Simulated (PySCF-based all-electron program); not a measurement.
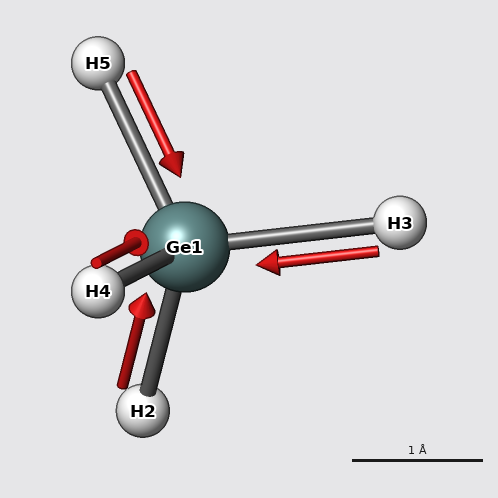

Arrows show the forces on the atoms, 0.5 Å of arrow for 1 eV/Å; forces under a tenth of the largest aren't drawn. Level of theory: r2SCAN, all-electron, scalar-relativistic (Koelling-Harmon), large uncontracted Gaussian sets (PySCF-based all-electron program).

List the force components in the frame of the picture (x right, y up, z towards the viewer), in eV/Å.

```tsv
atom	Fx	Fy	Fz
Ge1	0.00	0.00	0.00
H2	0.37	1.45	1.21
H3	−1.91	−0.22	−0.18
H4	0.77	0.39	−1.72
H5	0.77	−1.63	0.69
```
